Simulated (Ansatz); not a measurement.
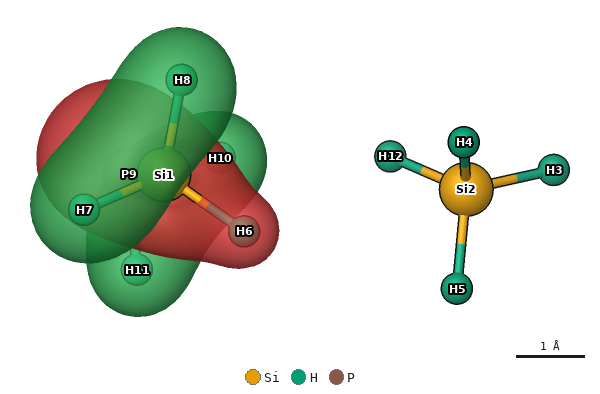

H5PSi···SiH4. The HOMO−1 at ±0.1 Å⁻³ᐟ² (green and red are the two phases), seen from one side.

The calculation used RKS PBE0/6-31G* (Ansatz).

```
atom    x (Å)    y (Å)    z (Å)
  Si  -0.6974   0.1696  -0.7602
  Si   0.1697  -0.5387   3.6417
   H   0.0248  -1.1485   4.9909
   H   1.4280  -1.0192   3.0104
   H   0.2084   0.9433   3.7660
   H  -0.0070   0.8192   0.3912
   H  -0.4627   0.9905  -1.9800
   H  -0.1097  -1.1819  -0.9705
   P  -2.9290  -0.0669  -0.4853
   H  -2.8293  -0.6082   0.8274
   H  -3.1356   1.2617  -0.0191
   H  -0.9909  -0.9332   2.7967
```

Q: What is the character of this orbital?

A: By Hirshfeld shares it lies mainly on P9 (about 35 %), Si1 (about 30 %), H7 (about 10 %), H8 (about 10 %), H10 (about 5 %) and H11 (about 5 %). Its energy is −9.23 eV.
